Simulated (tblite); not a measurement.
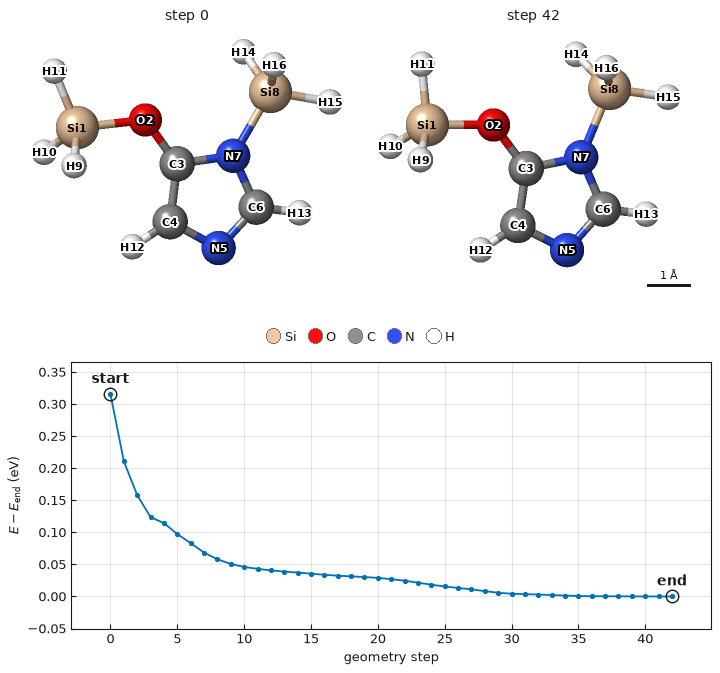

First and last geometry of a relaxation of C3H8N2OSi2, with the history of the run. A ball-and-stick model, seen at a tilt.

Level of theory: tblite 0.8.0, GFN2-xTB geometry optimisation, gas phase. 

Read the history and describe the run.

It converged. Over 42 geometry steps the energy falls by 0.315 eV. The largest move after the best rigid fit is that of H11, 0.55 Å. By element the largest moves are H 0.55 Å, Si 0.19 Å, C 0.14 Å, O 0.14 Å, N 0.08 Å. Some distances before and after: Si1–O2 1.677 → 1.632 Å, Si8–H15 1.497 → 1.461 Å, Si1–H11 1.481 → 1.455 Å, N5–C6 1.316 → 1.295 Å. Bond angles that change, for instance: O2–Si1–H11 108.9° → 98.0°, C6–N7–Si8 123.7° → 133.1°, Si1–O2–C3 122.3° → 129.6°. The run took 0.34 s on 1 thread of Arm Neoverse V1, with other jobs on the host.

```csv
step,"E − E(0), eV"
0,0.0000
1,-0.1048
2,-0.1575
3,-0.1918
4,-0.2011
5,-0.2182
6,-0.2323
7,-0.2471
8,-0.2575
9,-0.2648
10,-0.2695
12,-0.2748
13,-0.2766
15,-0.2800
17,-0.2831
18,-0.2841
20,-0.2865
22,-0.2909
23,-0.2940
25,-0.2999
27,-0.3045
29,-0.3097
30,-0.3112
32,-0.3124
34,-0.3141
35,-0.3148
37,-0.3152
39,-0.3154
40,-0.3154
42,-0.3155
```
